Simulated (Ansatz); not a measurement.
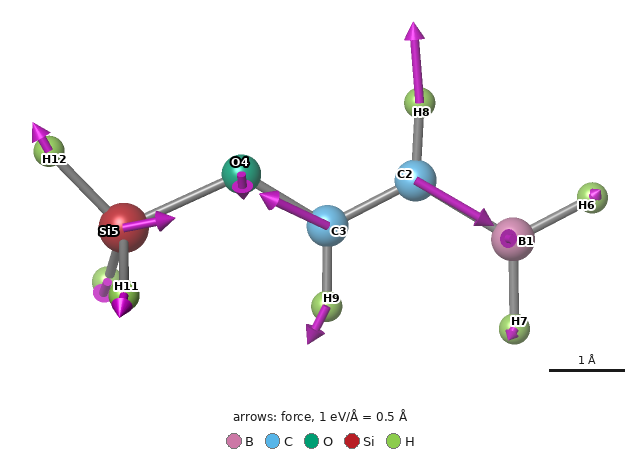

Starting geometry of C₂H₇BOSi (coarse preliminary run) with the computed forces as purple arrows. The picture is a ball-and-stick view, seen face on.

The start comes from a force field.

Computed with Ansatz, RKS PBE-D4/def2-SVP.

Input file:
```yaml
crystal:
  periodic: [false, false, false]
  atoms:
    - {symbol: B, position_ang: [-0.313200, 2.012500, 1.771300]}
    - {symbol: C, position_ang: [-0.507700, 0.564700, 1.304600]}
    - {symbol: C, position_ang: [-0.068600, 0.150700, 0.118700]}
    - {symbol: O, position_ang: [-0.110400, -1.176100, -0.235100]}
    - {symbol: Si, position_ang: [0.413800, -1.787200, -1.773300]}
    - {symbol: H, position_ang: [-0.789000, 2.410900, 2.806300]}
    - {symbol: H, position_ang: [0.196600, 2.854200, 1.068100]}
    - {symbol: H, position_ang: [-0.958500, -0.113700, 1.963100]}
    - {symbol: H, position_ang: [0.463800, 0.859500, -0.497700]}
    - {symbol: H, position_ang: [-0.242100, -1.053800, -2.830600]}
    - {symbol: H, position_ang: [1.855200, -1.568800, -1.807600]}
    - {symbol: H, position_ang: [0.137000, -3.208000, -1.853800]}
basis:
  gaussian: {orbitals: def2-SVP}
hamiltonian: {xc: pbe, dispersion: d4}
relax: {f_tol: 0.03, max_steps: 200}
```

Launched with:
```bash
ansatz run in.yaml --threads 4 --pin off --events-out ev --progress --plain --max-ram 10444MiB
```

### What follows when this structure is relaxed?

It isn't relaxed: the largest force vector, on C2, is 2.46 eV/Å. The final displacements follow the starting forces only in part (cosine between the two patterns 0.46). Over 5 geometry steps the energy falls by 0.311 eV. The largest force component goes from 2.3 to 0.017 eV/Å. The atom that moves furthest after the best rigid fit is H7 (0.14 Å). By element the largest moves are H 0.14 Å, C 0.07 Å, Si 0.06 Å, B 0.05 Å, O 0.04 Å. Some distances before and after: Si5–H10 1.444 → 1.502 Å, C2–H8 1.047 → 1.104 Å, Si5–H12 1.450 → 1.494 Å, Si5–H11 1.458 → 1.502 Å. Bond angles that change, for instance: B1–C2–H8 118.3° → 124.5°, O4–Si5–H12 109.7° → 104.9°, O4–Si5–H11 105.5° → 109.5°. The run took 8.5 s on 4 threads of Arm Neoverse V1 (shared host).
